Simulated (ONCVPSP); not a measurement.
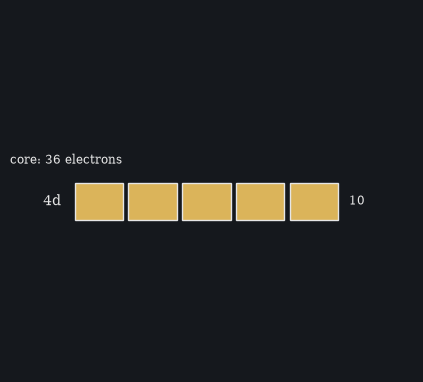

**Figure 1.** The valence shells of the reference configuration: a box for each of the 2l + 1 orbitals, shaded by the share of the shell that is filled, with the electron count at the right.

## Run report: Ag, pseudopotential generation

Silver (Ag, Z = 47), core [Kr], reference valence 4d10 (an ion of charge +1), valence charge 11. Level asked for: ONCV potential, LDA (Perdew-Wang 92), fully relativistic, made with ONCVPSP 4.0.1.

### Input file
```
# ATOM AND REFERENCE CONFIGURATION
# atsym  z   nc   nv     iexc    psfile
  Ag 47.00    8    1  -001012      upf
#
#   n    l    f
    1    0    2.00
    2    0    2.00
    2    1    6.00
    3    0    2.00
    3    1    6.00
    3    2   10.00
    4    0    2.00
    4    1    6.00
    4    2   10.00
#
# PSEUDOPOTENTIAL AND OPTIMIZATION
# lmax
    2
#
#   l,   rc,      ep,       ncon, nbas, qcut
    0    1.20    0.42    4    8    5.40
    1    1.45    0.03    4    7    5.80
    2    1.45    0.00    4    9    8.90
#
# LOCAL POTENTIAL
# lloc, lpopt,  rc(5),   dvloc0
    4    5    1.15    4.00
#
# VANDERBILT-KLEINMAN-BYLANDER PROJECTORs
# l, nproj, debl
    0    2    2.80
    1    3    0.90
    2    3    0.90
#
# MODEL CORE CHARGE
# icmod, fcfact, rcfact
    3    4.00    1.50
#
# LOG DERIVATIVE ANALYSIS
# epsh1, epsh2, depsh
   -2.00    5.00    0.02
#
# OUTPUT GRID
# rlmax, drl
    6.00    0.01
#
# TEST CONFIGURATIONS
# ncnf
    4
# nvcnf
#   n    l    f
    2
    4    2   10.00
    5    0    1.00
#
    1
    4    2    9.00
#
    1
    4    2    8.00
#
    3
    4    2    9.00
    5    0    1.00
    5    1    1.00
#
```

Command:
```bash
oncvpspr.x < Ag.dat > Ag.out
```

### The program's output (extracts)
```
ONCVPSP  (Optimized Norm-Conservinng Vanderbilt PSeudopotential)
relativistic version 4.0.1

#   n    l    f        energy (Ha)
    1    0    2.00    -9.2947794D+02
    2    0    2.00    -1.3710597D+02
    2    1    6.00    -1.2107603D+02    -1.2750954D+02
    3    0    2.00    -2.5365052D+01
    3    1    6.00    -2.0407513D+01    -2.1542961D+01
    3    2   10.00    -1.3385213D+01    -1.3614109D+01
    4    0    2.00    -3.7964944D+00
    4    1    6.00    -2.4018286D+00    -2.5910592D+00
    4    2   10.00    -5.7672500D-01    -5.9772954D-01

Reference configufation results
  iterations    22
  all-electron total energy (Ha)   -5.31204042D+03

Begin loop to  construct optimized pseudo wave functions
and semi-local pseudopoentials for all angular momenta

   Wellstate for l =  0  n =  6 kap= -1
     eigenvalue =   0.4200
     asymptotic potential =   0.9200
     half-point radius =  4.4726

   Wellstate for l =  0  n =  7 kap= -1
     eigenvalue =   3.2200
     asymptotic potential =   3.7200
     half-point radius =  3.0922

Calculating optimized projector #   1

 for l=   0

    Fraction of norm inside rc  0.026636
    Optimizing pswf for qcut=   5.40 a_B^-1,  ecut=  14.59 Ha
    Residual kinetic energy error=  7.01D-02 Ha
 ERROR pspot:  first pseudo wave function has node,          program will stop
 ERROR pspot: try changing psp parameters for this l
```

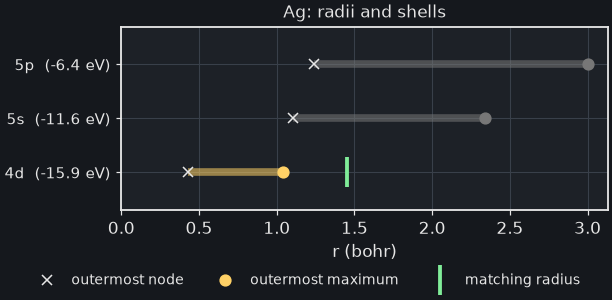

**Figure 2.** Outer shells of the all-electron reference atom: each bar runs from the outermost node (or the nucleus) to the outermost maximum of u(r); the tick is the radius chosen for the pseudo-wave. Shells without a tick have no pseudo-wave of their own. Levels, nodes and maxima are from ld1.x, scalar-relativistic.

- Radii against the shells: 4d: 1.45 bohr, outside the maximum.

### What the run reported

| quantity | value |
| --- | --- |
| outcome | ended with an error |
| hardware | 1 CPU thread, shared host |
| wall time | 0.61 s |

### Diagnosis

The generator stopped with the message “ERROR pspot: first pseudo wave function has node, program will stop”. In words: the optimised pseudo-wave of the first projector has a node, so the radial equation cannot be inverted for a potential. It was at work on the s channel when it stopped.
